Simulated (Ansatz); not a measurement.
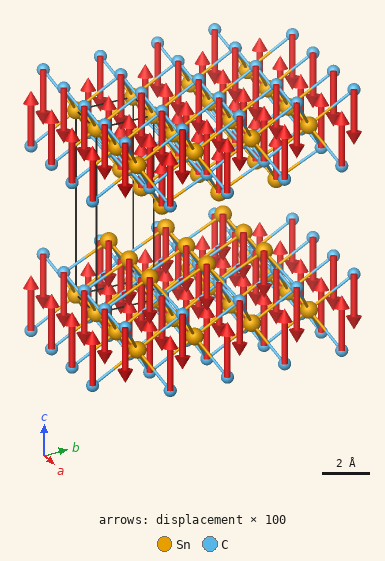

This is a relaxation of crystalline Sn3C2 (built on the A-type sesquioxide_164 type). The starting structure is drawn; red arrows show the displacements (the part carried along by the change of the cell is left out), magnified 100 times.

The picture is a ball-and-stick view of the cell of the calculation, repeated 3 × 3 × 1 with one cell outlined, seen slightly off an axis.

Case: A-type sesquioxide type (P-3m1, No. 164).

Method: DFT PBE, scalar-relativistic, plane waves, PAW in Ansatz 0.2.0.

The input:
```yaml
crystal:
  lattice:
    - [3.4600027986, 0.0, 0.0]
    - [-1.7300013993, 2.9964503208, 0.0]
    - [0.0, 0.0, 8.1600471682]
  atoms:
    - { symbol: Sn, position: [0.0, 0.0, 0.0] }
    - { symbol: Sn, position: [0.3333333333, 0.6666666667, 0.6659599528] }
    - { symbol: Sn, position: [0.6666666667, 0.3333333333, 0.3340400472] }
    - { symbol: C, position: [0.3333333333, 0.6666666667, 0.1779786109] }
    - { symbol: C, position: [0.6666666667, 0.3333333333, 0.8220213891] }
basis:
  ecutwfc: 420
kpoints:
  mp_grid: { grid: [12, 12, 6] }
hamiltonian:
  xc: pbe
scf:
  occupations: { method: gaussian, width: 0.1 }
output:
  forces: true
  stress: true
  eigenvalues: true
  write_density: true
  write_potential: true
  elf: true
  volumetric_format: npy
relax:
  adjacent_minimum: "off"
  f_tol: 0.01
  max_steps: 80
  cell: { stress_tol: 0.05 }
```

Command:
```bash
ansatz run input.yaml --threads 1 --pin off --max-ram 2560MiB --backend cpu --events-out ev --progress --plain --runs-dir out
```

**What happened in the run?**

After 5 accepted moves (7 points after the start) the energy has fallen by 1.0 meV per atom. Largest force component: 0.076 eV/Å at the start, 0.00054 eV/Å at the end. The pressure goes from 0.33 to 0.01 GPa. The line search rejected the trial step at point 1 of the run. The SCF was repeated once at an unchanged geometry on a basis and grid sized afresh for the cell, which shifted the energy by 0.2 meV per atom at most. The largest moves relative to the cell, 0.024 Å, are those of C4 and C5. C5 goes along +c. Largest moves by element: C 0.024 Å, Sn 0.021 Å. Cell: a = b 3.460 → 3.459 Å (0.0 %), c 8.160 → 8.227 Å (+0.8 %). Volume +0.8 %. Near-neighbour distances that change, for instance: Sn1–C4 2.470 → 2.462 Å, Sn2–C5 2.369 → 2.376 Å. The space group stays P-3m1 (No. 164). Cost: 73 s on 1 thread of Intel(R) Xeon(R) 6975P-C (Granite Rapids), on a shared host, peak memory 0.55 GiB.
